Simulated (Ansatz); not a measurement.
# GeWAu in the AlB2 type: lattice stability ahead of a resistivity run

The plan: relax GeWAu in the AlB2 type, check its phonons, and, if the lattice is stable, compute its Eliashberg function and ρ(T).

Calculated with Ansatz 0.2.0; DFT PBEsol, scalar-relativistic, plane waves, PAW; PAW set soft_1.

The structure was built from a prototype and need not be the compound's stable phase.

**1. Set-up**

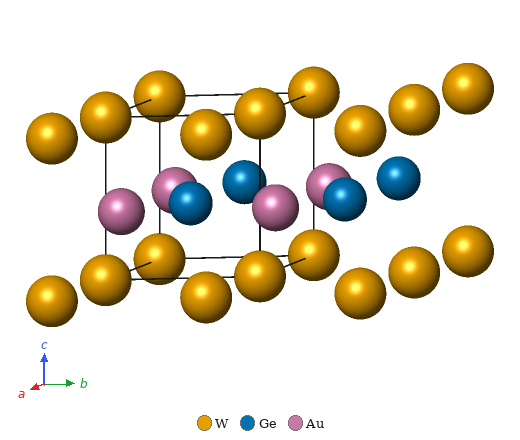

Start, viewed slightly off an axis; tungsten orange, germanium blue, gold pink. 2×2×1 cells are drawn. Some periodic images of atoms are drawn too.

**2. Relaxing cell and atoms**

The structure is brought to rest under this functional.

input.yaml

```yaml
crystal:
  lattice:
    - [3.93384, 0.0, 0.0]
    - [-1.96692, 3.4068, 0.0]
    - [0.0, 0.0, 4.13053]
  atoms:
    - { symbol: W, position: [0.0, 0.0, 0.0] }
    - { symbol: Ge, position: [0.33333333, 0.66666667, 0.5] }
    - { symbol: Au, position: [0.66666667, 0.33333333, 0.5] }
kpoints:
  mp_grid: { grid: [9, 9, 8] }
hamiltonian:
  xc: pbesol
  pseudopotentials: { kind: paw, azcp: { folder: soft_1 }, xc_functional: pbe }
scf:
  occupations: { method: gaussian, width: 0.1 }
output:
  forces: true
  stress: true
  eigenvalues: true
relax:
  adjacent_minimum: "off"
  f_tol: 0.005
  max_steps: 80
  cell: { stress_tol: 0.05 }
```

Launch:

```
$ ansatz run input.yaml --threads 4 --pin off --max-ram 12288MiB --backend cpu --events-out ev --progress --plain --runs-dir out
```

Numbers of over 12 decimals in the logs are rounded to 6 here.

What it wrote:

```text
Engine: ansatz 0.2.0, aarch64-unknown-linux-gnu
Pseudopotentials: kind: paw
Pseudopotential: W, paw, valence charge 14, recommended cutoff 420 eV (normal), soft_1/W.paw.azcp
Pseudopotential: Ge, paw, valence charge 14, recommended cutoff 420 eV (normal), soft_1/Ge.paw.azcp
Pseudopotential: Au, paw, valence charge 19, recommended cutoff 420 eV (normal), soft_1/Au.paw.azcp
Functional definition: PBEsol
  exchange = pbesol_x
  correlation = pbesol_c
Crystal: 3 atoms, lattice volume = 55.357 Å³
Basis set: ecut = 420 eV, 1105 PW (Γ), exchange–correlation on 54×54×60 points (8 copies of the dense FFT grid, shifted against one another)
Bands: 29, of which v1, the nominal top of the filled ones, is band 24 counted from 1 (23 counted from 0)
Symmetry: 12 space group operations
Space group: P-6m2 (ITA 187), of the structure as read, at distance tolerance 3.8e-5 Å
k-points: 60 of 648 (time reversal used)
Non-local potential: W, projectors of the file, l = 0: 3, l = 1: 2, l = 2: 2, l = 3: 1
Non-local potential: Ge, projectors of the file, l = 0: 2, l = 1: 2, l = 2: 3, l = 3: 1
Non-local potential: Au, projectors of the file, l = 0: 3, l = 1: 2, l = 2: 2, l = 3: 1
PAW form: soft (Blöchl's): semilocal exchange-correlation on the pseudo side does not see the compensation charge
PAW frozen core: W, regenerated for the run's functional, and the local potential with it (the file was generated under x = pbe(κ = 0.804, μ = 0.219515), c = pbe(β = 0.066725))
PAW frozen core: Ge, regenerated for the run's functional, and the local potential with it (the file was generated under x = pbe(κ = 0.804, μ = 0.219515), c = pbe(β = 0.066725))
PAW frozen core: Au, regenerated for the run's functional, and the local potential with it (the file was generated under x = pbe(κ = 0.804, μ = 0.219515), c = pbe(β = 0.066725))
PAW one-centre angular grid: W, 590 points (default); XC on 64 Gauss nodes
PAW one-centre angular grid: Ge, 590 points (default); XC on 64 Gauss nodes
PAW one-centre angular grid: Au, 590 points (default); XC on 64 Gauss nodes
Initial density: superposition of atomic densities (chi_scale 0.1, normalization cell, long waves kept (reshape's long-wave potential 0.00 eV rms))
Initial wavefunctions: pseudopotential atomic-orbital guess
Functional: x = pbesol(κ = 0.804, μ = 0.123457), c = pbesol(β = 0.046)
SCF iter   1: F=—  HF=-27519.561977 eV  |F-HF|=—  |Δ(HF+E_count)|=         —  Δρ=1.45e-1  dr2=1.76e1  ethr=3.10e-3  ⟨swp⟩=5.2  Hψ=6207  notcnv=0
preconditioner: auto → Kerker (q_TF=auto, 2.655 Å⁻¹)  [metal: Δε(μ)=0.013 eV  Ē_g=6.937 eV  σ=0.100 eV  W_gap=0.07  n_scr=20 (ndim 8)  ℏωp=22.9 eV  f_vac=0.000  D(μ)=7.02/eV (n_scr^D=96)]
SCF iter   2: F=—  HF=-27517.090978 eV  |F-HF|=—  |Δ(HF+E_count)|=    2.47e0  Δρ=7.03e-2  dr2=4.49e0  ethr=3.10e-3  ⟨swp⟩=2.2  Hψ=3951  notcnv=0  defer=11
SCF iter   3: F=—  HF=-27516.127229 eV  |F-HF|=—  |Δ(HF+E_count)|=   9.64e-1  Δρ=1.71e-2  dr2=3.25e-1  ethr=3.10e-3  ⟨swp⟩=2.5  Hψ=2800  notcnv=0  defer=11
SCF iter   4: F=—  HF=-27516.049499 eV  |F-HF|=—  |Δ(HF+E_count)|=   7.77e-2  Δρ=6.00e-3  dr2=3.99e-2  ethr=6.91e-4  ⟨swp⟩=2.0  Hψ=3433  notcnv=0  defer=17
SCF iter   5: F=—  HF=-27516.036090 eV  |F-HF|=—  |Δ(HF+E_count)|=   1.34e-2  Δρ=2.19e-3  dr2=3.74e-3  ethr=8.48e-5  ⟨swp⟩=2.1  Hψ=2533  notcnv=0  defer=17
SCF iter   6: F=—  HF=-27516.034430 eV  |F-HF|=—  |Δ(HF+E_count)|=   1.66e-3  Δρ=6.75e-4  dr2=4.12e-4  ethr=7.95e-6  ⟨swp⟩=2.0  Hψ=2627  notcnv=0  defer=17
SCF iter   7: F=—  HF=-27516.034324 eV  |F-HF|=—  |Δ(HF+E_count)|=   1.07e-4  Δρ=2.29e-4  dr2=5.33e-5  ethr=8.77e-7  ⟨swp⟩=2.0  Hψ=2177  notcnv=0  defer=17
SCF iter   8: F=—  HF=-27516.034303 eV  |F-HF|=—  |Δ(HF+E_count)|=   2.05e-5  Δρ=5.46e-5  dr2=2.12e-6  ethr=1.13e-7  ⟨swp⟩=2.0  Hψ=2295  notcnv=0  defer=17
SCF iter   9: F=—  HF=-27516.034303 eV  |F-HF|=—  |Δ(HF+E_count)|=   4.54e-7  Δρ=1.35e-5  dr2=1.61e-7  ethr=4.51e-9  ⟨swp⟩=2.0  Hψ=2538  notcnv=0  defer=17
SCF iter  10: F=-27516.034303 eV  HF=-27516.034303 eV  |F-HF|=5.53e-9  |Δ(HF+E_count)|=   2.39e-8  Δρ=3.01e-6  dr2=7.41e-9  ethr=2.13e-10  ⟨swp⟩=6.0  Hψ=6176  notcnv=0
SCF 1 converged in 10 iterations: F = -27516.034303 eV  dr2 = 7.41e-9
  greatest PAW one-centre occupation: 1.000 electrons in one spin orbital (limit 2), on the Au atom at site 2 (counted from 0), in its partial waves of l = 0
relax step   1: F+E_penalty+E_count = -27516.03430264 eV  Δ(F+E_penalty+E_count) = +0.000e0 eV  max|allowed force component| = 2.467e-16 eV/Å  Δτ_max = 0.0000 Å  P = -2.746 GPa  Ω = 55.357 Å³  (10 SCF iters, dr2 threshold 1.00e-7 eV, accepted)
Crystal: 3 atoms, lattice volume = 53.876 Å³
Basis set: ecut = 420 eV, 1057 PW (Γ), exchange–correlation on 54×54×60 points (8 copies of the dense FFT grid, shifted against one another)
Initial density: handed on by an earlier stage of this run
Initial wavefunctions: those handed on with the density
iter 1 solved again at ethr=4.13e-5 eV; its pass at ethr=3.10e-3 eV (dr2=1.94e-2 eV) is discarded
SCF iter   1: F=—  HF=-27516.502860 eV  |F-HF|=—  |Δ(HF+E_count)|=         —  Δρ=5.35e-3  dr2=1.86e-2  ethr=4.13e-5  ⟨swp⟩=2.0  Hψ=8651  notcnv=0
preconditioner: auto → Kerker (q_TF=auto, 2.667 Å⁻¹)  [metal: Δε(μ)=0.008 eV  Ē_g=14.212 eV  σ=0.100 eV  W_gap=0.05  n_scr=20 (ndim 8)  ℏωp=28.2 eV  f_vac=0.000  D(μ)=4.01/eV (n_scr^D=46)]
SCF iter   2: F=—  HF=-27516.499788 eV  |F-HF|=—  |Δ(HF+E_count)|=   3.07e-3  Δρ=2.67e-3  dr2=2.92e-3  ethr=3.96e-5  ⟨swp⟩=1.1  Hψ=1749  notcnv=0
SCF iter   3: F=—  HF=-27516.499244 eV  |F-HF|=—  |Δ(HF+E_count)|=   5.44e-4  Δρ=9.08e-4  dr2=3.73e-4  ethr=6.22e-6  ⟨swp⟩=1.1  Hψ=1760  notcnv=0
SCF iter   4: F=—  HF=-27516.499190 eV  |F-HF|=—  |Δ(HF+E_count)|=   5.39e-5  Δρ=1.46e-4  dr2=8.89e-6  ethr=7.93e-7  ⟨swp⟩=2.1  Hψ=2622  notcnv=0
SCF iter   5: F=—  HF=-27516.499176 eV  |F-HF|=—  |Δ(HF+E_count)|=   1.40e-5  Δρ=8.70e-5  dr2=3.15e-6  ethr=1.89e-8  ⟨swp⟩=2.0  Hψ=2671  notcnv=0
SCF iter   6: F=—  HF=-27516.499175 eV  |F-HF|=—  |Δ(HF+E_count)|=   6.44e-7  Δρ=2.85e-5  dr2=5.19e-7  ethr=6.70e-9  ⟨swp⟩=2.0  Hψ=2277  notcnv=0
SCF iter   7: F=-27516.499175 eV  HF=-27516.499175 eV  |F-HF|=2.42e-8  |Δ(HF+E_count)|=   1.12e-7  Δρ=6.91e-6  dr2=4.19e-8  ethr=6.38e-10  ⟨swp⟩=4.5  Hψ=5892  notcnv=0
SCF 2 converged in 7 iterations: F = -27516.499175 eV  dr2 = 4.19e-8
relax step   2: F+E_penalty+E_count = -27516.49917490 eV  Δ(F+E_penalty+E_count) = -4.649e-1 eV  max|allowed force component| = 7.401e-17 eV/Å  Δτ_max = 0.0000 Å  P = -2.658 GPa  Ω = 53.876 Å³  energy of the carried Pulay correction = +5.624e-4 eV  (7 SCF iters, dr2 threshold 3.00e-7 eV, accepted)
Crystal: 3 atoms, lattice volume = 52.372 Å³
[...]
relax step   8: F+E_penalty+E_count = -27518.42986575 eV  Δ(F+E_penalty+E_count) = -1.342e-1 eV  max|allowed force component| = 1.025e-16 eV/Å  Δτ_max = 0.0000 Å  P = +6.698 GPa  Ω = 46.139 Å³  energy of the carried Pulay correction = +3.748e-3 eV  (6 SCF iters, dr2 threshold 3.00e-7 eV, accepted)
relax step   9: F+E_penalty+E_count = -27518.34466878 eV  Δ(F+E_penalty+E_count) = +8.520e-2 eV  max|allowed force component| = 1.049e-16 eV/Å  Δτ_max = 0.0000 Å  P = -9.374 GPa  Ω = 50.284 Å³  energy of the carried Pulay correction = +1.776e-3 eV  (6 SCF iters, dr2 threshold 3.00e-7 eV, rejected (line search))
relax step  10: F+E_penalty+E_count = -27518.45678973 eV  Δ(F+E_penalty+E_count) = -2.692e-2 eV  max|allowed force component| = 8.172e-17 eV/Å  Δτ_max = 0.0000 Å  P = +0.094 GPa  Ω = 47.535 Å³  energy of the carried Pulay correction = +3.071e-3 eV  (9 SCF iters, accepted)
relax step  11: F+E_penalty+E_count = -27518.41323394 eV  Δ(F+E_penalty+E_count) = +4.356e-2 eV  max|allowed force component| = 5.705e-17 eV/Å  Δτ_max = 0.0000 Å  P = -0.742 GPa  Ω = 47.662 Å³  energy of the carried Pulay correction = +3.039e-3 eV  (6 SCF iters, dr2 threshold 3.00e-7 eV, rejected (line search))
relax step  12: F+E_penalty+E_count = -27518.45735817 eV  Δ(F+E_penalty+E_count) = -5.684e-4 eV  max|allowed force component| = 1.958e-16 eV/Å  Δτ_max = 0.0000 Å  P = +0.017 GPa  Ω = 47.532 Å³  energy of the carried Pulay correction = +3.075e-3 eV  (8 SCF iters, accepted)
relax step  13: F+E_penalty+E_count = -27518.45738140 eV  Δ(F+E_penalty+E_count) = -2.323e-5 eV  max|allowed force component| = 1.261e-16 eV/Å  Δτ_max = 0.0000 Å  P = -0.002 GPa  Ω = 47.532 Å³  energy of the carried Pulay correction = +3.076e-3 eV  (6 SCF iters, dr2 threshold 7.23e-8 eV, accepted)
relax step  14: F+E_penalty+E_count = -27518.46797773 eV  Δ(F+E_penalty+E_count) = -1.060e-2 eV  max|allowed force component| = 9.753e-17 eV/Å  Δτ_max = 0.0000 Å  P = +0.317 GPa  Ω = 47.532 Å³  stress off target by 5.11e-1 GPa  SCF on the basis re-selected at this cell (its energy is not comparable with the rows above)  (6 SCF iters)
relax step  15: F+E_penalty+E_count = -27518.46819581 eV  Δ(F+E_penalty+E_count) = -2.181e-4 eV  max|allowed force component| = 6.168e-17 eV/Å  Δτ_max = 0.0000 Å  P = +0.003 GPa  Ω = 47.621 Å³  energy of the carried Pulay correction = -3.905e-5 eV  (6 SCF iters, dr2 threshold 3.00e-7 eV, accepted)
iter 1 solved again at ethr=8.92e-9 eV; its pass at ethr=3.10e-3 eV (dr2=4.19e-6 eV) is discarded
SCF iter   1: F=—  HF=-27518.468245 eV  |F-HF|=—  |Δ(HF+E_count)|=         —  Δρ=4.94e-6  dr2=1.78e-9  ethr=8.92e-9  ⟨swp⟩=3.3  Hψ=11044  notcnv=0
preconditioner: auto → none  [metal: Δε(μ)=0.028 eV  Ē_g=14.636 eV  σ=0.100 eV  W_gap=0.15  n_scr=8 (ndim 8)  ℏωp=30.0 eV  f_vac=0.000  D(μ)=2.31/eV (n_scr^D=26)]
SCF iter   2: F=—  HF=-27518.468234 eV  |F-HF|=—  |Δ(HF+E_count)|=   1.12e-5  Δρ=2.32e-6  dr2=4.10e-10  ethr=3.80e-12  ⟨swp⟩=2.8  Hψ=3331  notcnv=0
iter 3 did not close the SCF: its close was put off for the readings that it lacked (scf_convergence_deferred on its scf_iter line)
SCF iter   3: F=-27518.468234 eV  HF=-27518.468234 eV  |F-HF|=2.18e-11  |Δ(HF+E_count)|=  3.78e-10  Δρ=3.63e-7  dr2=2.66e-11  ethr=1.00e-12  ⟨swp⟩=2.5  Hψ=2887  notcnv=0
iter 4 did not close the SCF: its close was put off for the readings that it lacked (scf_convergence_deferred on its scf_iter line)
SCF iter   4: F=-27518.468234 eV  HF=-27518.468234 eV  |F-HF|=7.28e-12  |Δ(HF+E_count)|=  7.28e-12  Δρ=1.02e-7  dr2=1.66e-12  ethr=1.00e-12  ⟨swp⟩=1.0  Hψ=1740  notcnv=0
iter 5 did not close the SCF: its close was put off for the readings that it lacked (scf_convergence_deferred on its scf_iter line)
SCF iter   5: F=-27518.468234 eV  HF=-27518.468234 eV  |F-HF|=3.64e-12  |Δ(HF+E_count)|=  3.64e-12  Δρ=2.33e-8  dr2=1.07e-13  ethr=1.00e-12  ⟨swp⟩=1.0  Hψ=1740  notcnv=0
iter 6 did not close the SCF: its close was put off for the readings that it lacked (scf_convergence_deferred on its scf_iter line)
SCF iter   6: F=-27518.468234 eV  HF=-27518.468234 eV  |F-HF|=7.28e-12  |Δ(HF+E_count)|=  3.64e-12  Δρ=4.40e-9  dr2=1.11e-14  ethr=1.00e-12  ⟨swp⟩=1.0  Hψ=1740  notcnv=0
SCF iter   7: F=-27518.468234 eV  HF=-27518.468234 eV  |F-HF|=7.28e-12  |Δ(HF+E_count)|=  3.64e-12  Δρ=1.21e-9  dr2=5.25e-16  ethr=1.00e-12  ⟨swp⟩=2.1  Hψ=4679  notcnv=0
SCF 16 converged in 7 iterations: F = -27518.468234 eV  dr2 = 5.25e-16
relax step  16: F+E_penalty+E_count = -27518.46823415 eV  Δ(F+E_penalty+E_count) = -3.834e-5 eV  max|allowed force component| = 5.243e-17 eV/Å  Δτ_max = 0.0000 Å  P = +0.003 GPa  Ω = 47.621 Å³  stress off target by 2.54e-2 GPa  SCF on the basis re-selected at this cell (its energy is not comparable with the rows above)  (7 SCF iters)
basis re-selected at this cell: Δ(F+E_penalty+E_count) = -3.834e-5 eV, ΔP = +0.000 GPa vs the last step (what re-selecting the basis moved, of the pressure what is left beyond the Pulay correction that the steps carried, after the strain that the cell walked since its last selection, with what the two solves' SCF thresholds leave and, on support functions, any second-order correction that the steps lacked; it is no m [...]
SCF converged after 7 iterations
Free energy (F): -27518.468234 eV
Harris-Foulkes:  -27518.468234 eV  (|F-HF|=7.28e-12)
Internal energy: -27518.456675 eV  (E = F + TS)
E sigma→0 (E₀):  -27518.462455 eV
Entropy (-TS):   -0.011559 eV (-3.853 meV/atom)
Fermi energy:    19.876970 eV
--- Per-component energies (eV) ---
  E_band       = -364.595674
  E_kinetic    = 1094.213989
  E_local      = -4061.464463  (includes V_loc(G=0)·N_el)
  E_nonlocal   = 298.286196
  E_hartree    = 1858.878294
  E_xc         = -552.124851
  E_vxc        = -558.911308  (∫ρ·V_xc dr)
  E_paw        = -20014.216527  (= ΣΔE_a)
  E_vpaw       = -854.478440  (= ΣTr[D̂ρ^β])
  E_aug_tail   = 0.001765  (compensation charges beyond the density's cutoff)
  E_ewald      = -6143.480401
  E_core_change = 1.449323  (= ΣΔE_core)
  E_smearing   = -0.011559  (= −TS)
  E_closure    = 0.000000  (closes the sum)
  Σ components = -27518.468234   (vs F -27518.468234, Δ=0.00e0)
--- Forces (eV/Å), atoms counted from 1 ---
  atom   1  W      0.00000000    -0.00000000     0.00000000
  atom   2  Ge    -0.00000000     0.00000000    -0.00000000
  atom   3  Au    -0.00000000     0.00000000    -0.00000000
  max |Σ_I F_I| component: 1.20e-16 eV/Å
--- Stress (GPa, compression-positive) ---
        0.017213      -0.000000      -0.000000
       -0.000000       0.017213      -0.000000
       -0.000000      -0.000000      -0.025429
  P = ⅓ Tr σ = 0.0030 GPa (0.030 kbar)
--- Band table (eV; the first three rows and the last of 60) ---
  k-point 0: bands = [... 20 lower, 16.2991, 16.2991, 18.5965, 21.9835, 21.9835, 22.4785, 22.4785, 25.0803, ... 1 higher]
  k-point 1: bands = [... 20 lower, 16.9601, 16.9601, 18.8401, 20.6397, 20.6397, 23.4394, 23.9046, 23.9046, ... 1 higher]
  k-point 2: bands = [... 20 lower, 17.9131, 17.9131, 19.2861, 19.4452, 19.4452, 21.0752, 24.2104, 24.2104, ... 1 higher]
  k-point 59: bands = [... 20 lower, 17.8674, 18.0835, 18.1435, 20.4939, 20.8038, 21.2484, 21.7977, 22.8583, ... 1 higher]
--- Relaxed structure (14 steps of the walk, 12 accepted, 2 SCFs on fresh bases) ---
  F+E_penalty+E_count = -27518.46823415 eV   max|allowed force component| = 5.243e-17 eV/Å   (the final SCF, on the basis selected at the relaxed cell)
  cell:  # Å, volume = 47.6206 Å³
    - [4.483879, 3.0533474863679884e-17, 1.4415086685505703e-17]
    - [-2.241940, 3.883153, -7.207543342752845e-18]
    - [1.5135845629830867e-17, 0, 2.734996]
  atoms:
    - { symbol: W, position: [0, 0, 0] }
    - { symbol: Ge, position: [0.333333, 0.666667, 0.5] }
    - { symbol: Au, position: [0.666667, 0.333333, 0.5] }
```

Wall time 42 s (4 threads of Arm Neoverse V2, shared host); peak memory 0.46 GiB; 2.6 min of CPU time.

Step by step:

```
step  energy less that of the first step (eV)  largest force component (eV/Å)  pressure (GPa)  volume (Å³)
   1                                   0.0000                          0.0000           -2.75        55.36
   2                                  -0.4649                          0.0000           -2.66        53.88
   3                                  -0.8861                          0.0000           -2.16        52.37
   4                                  -1.2802                          0.0000           -0.77        50.67
   5                                  -1.6330                          0.0000           -1.13        49.53
   6                                  -1.8632                          0.0000            3.56        47.59
   7                                  -2.2614                          0.0000           -3.15        48.34
   8                                  -2.3956                          0.0000            6.70        46.14
   9                                  -2.3104                          0.0000           -9.37        50.28
  10                                  -2.4225                          0.0000            0.09        47.54
  11                                  -2.3789                          0.0000           -0.74        47.66
  12                                  -2.4231                          0.0000            0.02        47.53
  13                                  -2.4231                          0.0000            0.00        47.53
 14*                                  -2.4337                          0.0000            0.32        47.53
  15                                  -2.4339                          0.0000            0.00        47.62
 16*                                  -2.4339                          0.0000            0.00        47.62
```

Relaxation steps marked * repeat the geometry before them on a plane-wave basis chosen anew for their cell, so energy and pressure can jump there. Relaxation steps 9, 11 were tried and not accepted.

The run keeps the 12 symmetry operations that it works with, so distortions that break them were not tested.

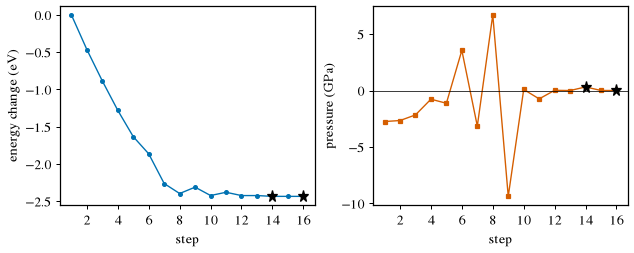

Energy and pressure along the relaxation. Stars mark steps on a basis chosen anew.

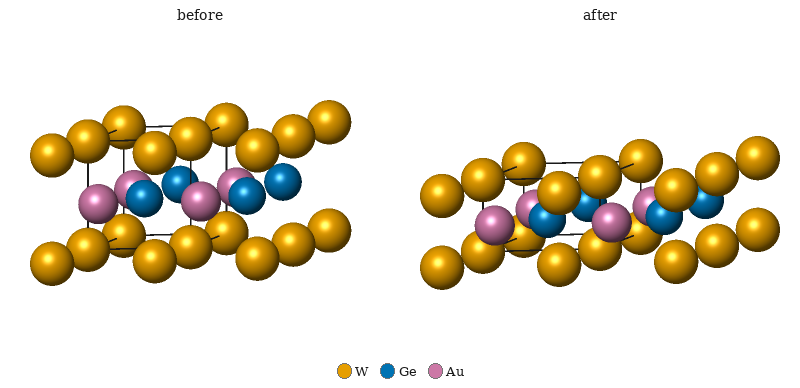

Before and after, at one scale.

```
     cell as run  before  after   change
           a (Å)   3.934  4.484  +14.0 %
           b (Å)   3.934  4.484  +14.0 %
           c (Å)   4.131  2.735  -33.8 %
volume (Å³/atom)   18.45  15.87  -14.0 %
```

The relaxed structure:

```xyz
3
Lattice="4.4839 0.0000 0.0000 -2.2419 3.8832 0.0000 0.0000 0.0000 2.7350" Properties=species:S:1:pos:R:3 pbc="T T T"
W     0.0000    0.0000    0.0000
Ge    0.0000    2.5888    1.3675
Au    2.2419    1.2944    1.3675
```

This step gave:

* pressure: 0.002999 GPa
* volume per atom: 15.87 Å³/atom
* metallic on mesh: yes
* gap on the k-mesh: 0 eV

The largest force is now zero by symmetry and the largest stress component 0.025 GPa.

**3. Relaxing cell and atoms**

The relaxation is repeated from the new cell as a check.

input.yaml, the sections that differ from step 2:

```yaml
crystal:
  lattice:
    - [4.4838790812, 0.0, 0.0]
    - [-2.2419395406, 3.8831531918, 0.0]
    - [0.0, 0.0, 2.734996066]
  atoms:
    - { symbol: W, position: [0.0, 0.0, 0.0] }
    - { symbol: Ge, position: [0.3333333333, 0.6666666667, 0.5] }
    - { symbol: Au, position: [0.6666666667, 0.3333333333, 0.5] }
kpoints:
  mp_grid: { grid: [9, 9, 10] }
# hamiltonian, scf, output, relax: as in step 2
```

What it wrote:

```text
[the first part of the log is left out]
  E_paw        = -20014.210463  (= ΣΔE_a)
  E_vpaw       = -854.468316  (= ΣTr[D̂ρ^β])
  E_aug_tail   = 0.001764  (compensation charges beyond the density's cutoff)
  E_ewald      = -6143.165322
  E_core_change = 1.449323  (= ΣΔE_core)
  E_smearing   = -0.013582  (= −TS)
  E_closure    = 0.000000  (closes the sum)
  Σ components = -27518.457111   (vs F -27518.457111, Δ=0.00e0)
[...]
--- Stress (GPa, compression-positive) ---
        0.006033       0.000000       0.000000
        0.000000       0.006033       0.000000
        0.000000       0.000000       0.014056
  P = ⅓ Tr σ = 0.0087 GPa (0.087 kbar)
--- Band table (eV; the first three rows and the last of 72) ---
[...]
--- Relaxed structure (2 steps of the walk, 2 accepted, 1 SCFs on fresh bases) ---
[...]
cell:  # Å, volume = 47.6286 Å³
    - [4.485419, 0.0, 0.0]
    - [-2.242710, 3.884487, 0.0]
    - [0.0, 0.0, 2.733577]
  atoms:
    - { symbol: W, position: [0, 0, 0.0] }
    - { symbol: Ge, position: [0.333333, 0.666667, 0.500000] }
    - { symbol: Au, position: [0.666667, 0.333333, 0.500000] }
```

The job ended after 8.3 s (4 threads; peak memory 0.47 GiB; 31 s of CPU time).

Little changed from the start: no atom moved by 0.005 Å and no cell edge by 0.1 %.

This step gave:

```
pressure        : 0.008707 GPa
volume per atom : 15.88 Å³/atom
```

The largest force is now zero by symmetry and the largest stress component 0.014 GPa.

[end of part 1 of 3]

[Logs are printed without paths, hosts, clocks, repeated set-up lines and the standing remarks that a program may print on its own settings, such as how far it seeks lower states.]

[Hosts, paths, dates, database ids (printed as entryN), source tags and the programs' standing remarks are cut or masked in the printed files.]
